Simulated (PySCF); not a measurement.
# One shape, several levels: C4H8 (cis-2-butene)

Wanted: a comparison of 6 runs (HF/STO-3G, HF/3-21G, HF/def2-SVP, r2SCAN/6-31G, B3LYP/6-31G*, TPSS/6-31G**) of C4H8 (cis-2-butene). The job is set up through a Python script.

The results are computed with PySCF 2.14.0.

## Step 1: Starting point

The species is C4H8 (12 atoms), meant as a singlet with charge 0. SMILES: `C/C=C\C`. The shape is that of a PBE0-D4/def2-TZVP optimisation.

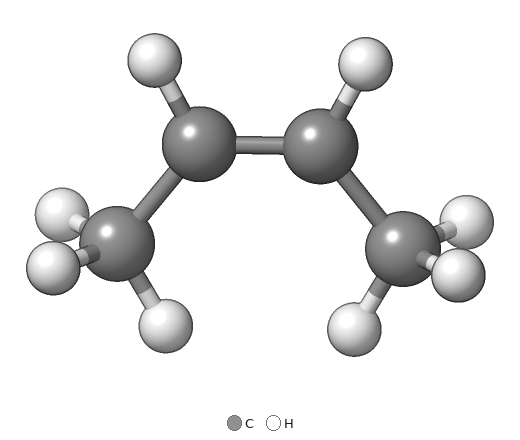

Viewed from a chosen angle; carbon grey, hydrogen white.

## Step 2: Energy and gradient at HF/STO-3G (run 1)

run.py reads:

```python
import pyscf.grad
from pyscf import gto

molecule = gto.M(
    atom='''
C   -1.021990   1.259800  -0.102080
C   -0.674530   0.097590   0.764880
C    0.275700  -0.810920   0.562050
C    1.227960  -0.891580  -0.582400
H   -2.064420   1.199680  -0.431230
H   -0.924520   2.199130   0.451770
H   -0.394570   1.329310  -0.990670
H   -1.277230  -0.006670   1.664540
H    0.382190  -1.593540   1.310170
H    1.119850  -1.844880  -1.109860
H    1.088360  -0.090460  -1.308280
H    2.263210  -0.847470  -0.228900
''',
    max_memory=1860,
    charge=0,
    basis='sto-3g',
    verbose=3,
)

hf = molecule.RHF()
hf.conv_tol = 1e-10
hf.kernel()
if not hf.converged:
    hf = hf.newton().run(hf.mo_coeff, hf.mo_occ)

e_tot = hf.e_tot
print('Final energy', e_tot)
grad = hf.Gradients().kernel()
dip = hf.dip_moment()
pop, q = hf.mulliken_pop()
```

Command:

```console
$ OMP_NUM_THREADS=1 python run.py
```

Log:

```text
converged SCF energy = -154.241584979103
Final energy -154.24158497910304
--------------- RHF gradients ---------------
         x                y                z
0 C     0.0095549027    -0.0246133924     0.0154750228
1 C    -0.0238194056     0.0368999846    -0.0109186056
2 C     0.0341457577    -0.0184570062    -0.0232740622
3 C    -0.0208392607     0.0044455573     0.0219998486
4 H    -0.0052444987     0.0006190607    -0.0013526624
5 H    -0.0003886907     0.0048765839     0.0024079422
6 H     0.0030158215     0.0010102764    -0.0050260768
7 H    -0.0007896135    -0.0019107011     0.0031829351
8 H    -0.0011685943    -0.0015809937     0.0032483380
9 H     0.0004133528    -0.0048234323    -0.0025696380
10 H    -0.0001884217     0.0040806266    -0.0043792691
11 H     0.0053086505    -0.0005465639     0.0012062274
----------------------------------------------
Dipole moment(X, Y, Z, Debye):  0.03395,  0.06095, -0.11416
 ** Mulliken pop  **
pop of  0 C 1s            1.99194
pop of  0 C 2s            1.17835
pop of  0 C 2px           1.01886
pop of  0 C 2py           0.99124
pop of  0 C 2pz           1.00440
pop of  1 C 1s            1.99285
pop of  1 C 2s            1.13781
pop of  1 C 2px           0.98858
pop of  1 C 2py           0.96299
pop of  1 C 2pz           0.97564
pop of  2 C 1s            1.99285
pop of  2 C 2s            1.13781
pop of  2 C 2px           0.97362
pop of  2 C 2py           0.98862
pop of  2 C 2pz           0.96497
pop of  3 C 1s            1.99194
pop of  3 C 2s            1.17837
pop of  3 C 2px           1.00111
pop of  3 C 2py           1.02158
pop of  3 C 2pz           0.99178
pop of  4 H 1s            0.93659
pop of  5 H 1s            0.93660
pop of  6 H 1s            0.93673
pop of  7 H 1s            0.94740
pop of  8 H 1s            0.94741
pop of  9 H 1s            0.93660
pop of  10 H 1s           0.93674
pop of  11 H 1s           0.93660
 ** Mulliken atomic charges  **
charge of    0C =     -0.18480
charge of    1C =     -0.05787
charge of    2C =     -0.05787
charge of    3C =     -0.18477
charge of    4H =      0.06341
charge of    5H =      0.06340
charge of    6H =      0.06327
charge of    7H =      0.05260
charge of    8H =      0.05259
charge of    9H =      0.06340
charge of   10H =      0.06326
charge of   11H =      0.06340
```

Wall time 1.6 s (1 thread of Arm Neoverse V1, shared host); peak memory 0.12 GiB.

## Step 3: Energy and gradient at HF/3-21G (run 2)

calc.py reads:

```python
from pyscf import gto, scf

mol = gto.Mole()
mol.atom = '''
C     -1.021990     1.259800    -0.102080
C     -0.674530     0.097590     0.764880
C      0.275700    -0.810920     0.562050
C      1.227960    -0.891580    -0.582400
H     -2.064420     1.199680    -0.431230
H     -0.924520     2.199130     0.451770
H     -0.394570     1.329310    -0.990670
H     -1.277230    -0.006670     1.664540
H      0.382190    -1.593540     1.310170
H      1.119850    -1.844880    -1.109860
H      1.088360    -0.090460    -1.308280
H      2.263210    -0.847470    -0.228900
'''
mol.verbose = 3
mol.basis = '3-21g'
mol.max_memory = 1860
mol.charge = 0
mol.build()

mf = scf.RHF(mol)
mf.conv_tol = 1e-10
mf.kernel()
if not mf.converged:
    mf = mf.newton().run(mf.mo_coeff, mf.mo_occ)

etot = mf.e_tot
print('E = %.10f Eh' % etot)
grad = mf.nuc_grad_method().kernel()
dip = mf.dip_moment()
pop, q = mf.mulliken_pop()
```

Command:

```console
$ OMP_NUM_THREADS=1 python calc.py
```

Log:

```text
converged SCF energy = -155.242923173297
E = -155.2429231733 Eh
--------------- RHF gradients ---------------
         x                y                z
0 C     0.0045450792    -0.0134091749     0.0092709799
1 C    -0.0082058473     0.0182718281    -0.0100510121
2 C     0.0158347611    -0.0046546009    -0.0151649207
3 C    -0.0111557901     0.0016002107     0.0126487202
4 H    -0.0052157292     0.0004058422    -0.0013886140
5 H    -0.0002054413     0.0047992108     0.0024971193
6 H     0.0039059313     0.0003248092    -0.0054033702
7 H    -0.0039709049    -0.0016595388     0.0070246742
8 H    -0.0000209204    -0.0054663331     0.0061661054
9 H     0.0001984513    -0.0047978911    -0.0025482937
10 H    -0.0009557533     0.0049756658    -0.0043960590
11 H     0.0052461636    -0.0003900278     0.0013446707
----------------------------------------------
Dipole moment(X, Y, Z, Debye):  0.04206,  0.07579, -0.14245
 ** Mulliken pop  **
pop of  0 C 1s            1.98832
pop of  0 C 2s            0.35432
pop of  0 C 3s            1.14101
pop of  0 C 2px           0.54606
pop of  0 C 2py           0.54379
pop of  0 C 2pz           0.54609
pop of  0 C 3px           0.55775
pop of  0 C 3py           0.44716
pop of  0 C 3pz           0.50840
pop of  1 C 1s            1.98784
pop of  1 C 2s            0.39297
pop of  1 C 3s            0.90249
pop of  1 C 2px           0.52936
pop of  1 C 2py           0.54129
pop of  1 C 2pz           0.52131
pop of  1 C 3px           0.45600
pop of  1 C 3py           0.37518
pop of  1 C 3pz           0.51074
pop of  2 C 1s            1.98784
pop of  2 C 2s            0.39297
pop of  2 C 3s            0.90248
pop of  2 C 2px           0.52951
pop of  2 C 2py           0.54104
pop of  2 C 2pz           0.52141
pop of  2 C 3px           0.40082
pop of  2 C 3py           0.46953
pop of  2 C 3pz           0.47156
pop of  3 C 1s            1.98832
pop of  3 C 2s            0.35432
pop of  3 C 3s            1.14102
pop of  3 C 2px           0.54411
pop of  3 C 2py           0.54709
pop of  3 C 2pz           0.54471
pop of  3 C 3px           0.48563
pop of  3 C 3py           0.57046
pop of  3 C 3pz           0.45724
pop of  4 H 1s            0.46441
pop of  4 H 2s            0.32310
pop of  5 H 1s            0.46443
pop of  5 H 2s            0.32312
pop of  6 H 1s            0.46944
pop of  6 H 2s            0.31904
pop of  7 H 1s            0.47399
pop of  7 H 2s            0.31238
pop of  8 H 1s            0.47399
pop of  8 H 2s            0.31239
pop of  9 H 1s            0.46440
pop of  9 H 2s            0.32313
pop of  10 H 1s           0.46942
pop of  10 H 2s           0.31907
pop of  11 H 1s           0.46441
pop of  11 H 2s           0.32313
 ** Mulliken atomic charges  **
charge of    0C =     -0.63292
charge of    1C =     -0.21717
charge of    2C =     -0.21715
charge of    3C =     -0.63290
charge of    4H =      0.21249
charge of    5H =      0.21245
charge of    6H =      0.21152
charge of    7H =      0.21362
charge of    8H =      0.21362
charge of    9H =      0.21247
charge of   10H =      0.21151
charge of   11H =      0.21246
```

Wall time 1.8 s (1 thread of Arm Neoverse V1, shared host); peak memory 0.12 GiB.

Runs 3 to 4 aren't shown in full; the table further down has their settings and results.

## Step 4: Energy and gradient at B3LYP/6-31G(d) (Cartesian functions) (run 5)

run.py reads:

```python
# C/C=C\C
from pyscf import gto, dft

mol = gto.Mole()
mol.atom = [
    ('C', (-1.021990, 1.259800, -0.102080)),
    ('C', (-0.674530, 0.097590, 0.764880)),
    ('C', (0.275700, -0.810920, 0.562050)),
    ('C', (1.227960, -0.891580, -0.582400)),
    ('H', (-2.064420, 1.199680, -0.431230)),
    ('H', (-0.924520, 2.199130, 0.451770)),
    ('H', (-0.394570, 1.329310, -0.990670)),
    ('H', (-1.277230, -0.006670, 1.664540)),
    ('H', (0.382190, -1.593540, 1.310170)),
    ('H', (1.119850, -1.844880, -1.109860)),
    ('H', (1.088360, -0.090460, -1.308280)),
    ('H', (2.263210, -0.847470, -0.228900)),
]
mol.verbose = 4
mol.basis = '6-31g*'
mol.cart = True
mol.max_memory = 1860
mol.build()

mf = dft.RKS(mol)
mf.xc = 'b3lyp'
mf.conv_tol = 1e-10
mf.grids.level = 5
mf.kernel()
if not mf.converged:
    mf = mf.newton().run(mf.mo_coeff, mf.mo_occ)

energy = mf.e_tot
print('E = %.10f Eh' % energy)
grad = mf.nuc_grad_method().kernel()
mf.analyze()
```

Command:

```console
$ OMP_NUM_THREADS=1 python run.py
```

Log:

```text
PySCF version 2.14.0

[... 95 lines left out ...]
Nuclear Repulsion Energy =             117.996749183727104
[... 11 lines left out ...]
MO #6   energy= -0.719448526839529 occ= 2
[... 9 lines left out ...]
MO #16  energy= -0.234588523969667 occ= 2
[... 9 lines left out ...]
MO #26  energy= 0.231095247067235  occ= 0
[... 9 lines left out ...]
MO #36  energy= 0.680386320645154  occ= 0
[... 9 lines left out ...]
MO #46  energy= 0.936849578815547  occ= 0
[... 9 lines left out ...]
MO #56  energy= 1.75967226063827   occ= 0
[... 9 lines left out ...]
MO #66  energy= 2.33563238874552   occ= 0
[... 9 lines left out ...]
MO #76  energy= 4.49489878321542   occ= 0
[... 91 lines left out ...]
Dipole moment(X, Y, Z, Debye):  0.04458,  0.08026, -0.15054
```

Wall time 26 s (1 thread of Arm Neoverse V1, shared host); peak memory 0.77 GiB.

## Step 5: Energy and forces at TPSS/6-31G(d,p) (spherical functions) (run 6)

calc.py reads:

```python
import pyscf.grad
from pyscf import gto, dft

system = gto.M(
    atom='''
C   -1.021990   1.259800  -0.102080
C   -0.674530   0.097590   0.764880
C    0.275700  -0.810920   0.562050
C    1.227960  -0.891580  -0.582400
H   -2.064420   1.199680  -0.431230
H   -0.924520   2.199130   0.451770
H   -0.394570   1.329310  -0.990670
H   -1.277230  -0.006670   1.664540
H    0.382190  -1.593540   1.310170
H    1.119850  -1.844880  -1.109860
H    1.088360  -0.090460  -1.308280
H    2.263210  -0.847470  -0.228900
''',
    basis='6-31g**',
    max_memory=1860,
    charge=0,
    verbose=4,
)

myscf = dft.RKS(system)
myscf.xc = 'tpss'
myscf.conv_tol = 1e-10
myscf.grids.level = 5
myscf.kernel()
if not myscf.converged:
    myscf = myscf.newton().run(myscf.mo_coeff, myscf.mo_occ)

e_final = myscf.e_tot
print('E = %.10f Eh' % e_final)
grad = myscf.Gradients().kernel()
myscf.analyze()
```

Command:

```console
$ OMP_NUM_THREADS=1 python calc.py
```

Log:

```text
PySCF version 2.14.0

[... 108 lines left out ...]
MO #5   energy= -0.732034997867171 occ= 2
[... 12 lines left out ...]
MO #18  energy= 0.0926987353378288 occ= 0
[... 12 lines left out ...]
MO #31  energy= 0.503097933205448  occ= 0
[... 12 lines left out ...]
MO #44  energy= 0.872186615857028  occ= 0
[... 12 lines left out ...]
MO #57  energy= 1.63125924758151   occ= 0
[... 12 lines left out ...]
MO #70  energy= 2.19383857804519   occ= 0
[... 12 lines left out ...]
MO #83  energy= 2.81192689851362   occ= 0
[... 12 lines left out ...]
MO #96  energy= 3.63440919201007   occ= 0
[... 111 lines left out ...]
Dipole moment(X, Y, Z, Debye):  0.04919,  0.08845, -0.16586
```

It took 74 s on 1 thread of Arm Neoverse V1, shared host; peak memory 0.97 GiB.

## Step 6: The series

| run | level | integration grid | Cartesian functions | energy (Eh) | dipole moment (D) | HOMO energy (eV) | LUMO energy (eV) | wall time |
| --- | --- | --- | --- | --- | --- | --- | --- | --- |
| 1 | HF/STO-3G | – | no | -154.241585 | 0.13 | -7.90 | 8.81 | 1.6 s |
| 2 | HF/3-21G | – | no | -155.242923 | 0.17 | -9.26 | 5.39 | 1.8 s |
| 3 | HF/def2-SVP | – | no | -155.998552 | 0.21 | -9.34 | 4.98 | 7.5 s |
| 4 | r2SCAN/6-31G | 5 | no | -157.075587 | 0.22 | -5.73 | 0.45 | 28 s |
| 5 | B3LYP/6-31G* (Cartesian functions) | 5 | yes | -157.224401 | 0.18 | -6.38 | 1.07 | 26 s |
| 6 | TPSS/6-31G** (spherical functions) | 5 | no | -157.256465 | 0.19 | -5.54 | 0.34 | 74 s |

## Step 7: Summary of results

| quantity | value |
| --- | --- |
| run 6: total energy | -157.25646 Eh |
| run 6: dipole moment | 0.19 D |
| run 6: HOMO energy | -5.54 eV |
| run 6: LUMO energy | 0.34 eV |
| run 6: HOMO–LUMO gap | 5.88 eV |
| run 6: largest force on an atom | 0.570 eV/Å |

In words: The dipole moment (its size) runs from 0.13 D (HF/STO-3G) to 0.22 D (r2SCAN/6-31G). The two ends differ in method and basis. The HOMO–LUMO gap runs from 5.88 eV (TPSS/6-31G**) to 16.71 eV (HF/STO-3G). Totals of different functionals can't be ranked against each other. In run 1 the basis is minimal, so the values are rough. All runs together took 2.3 min, the longest 74 s.
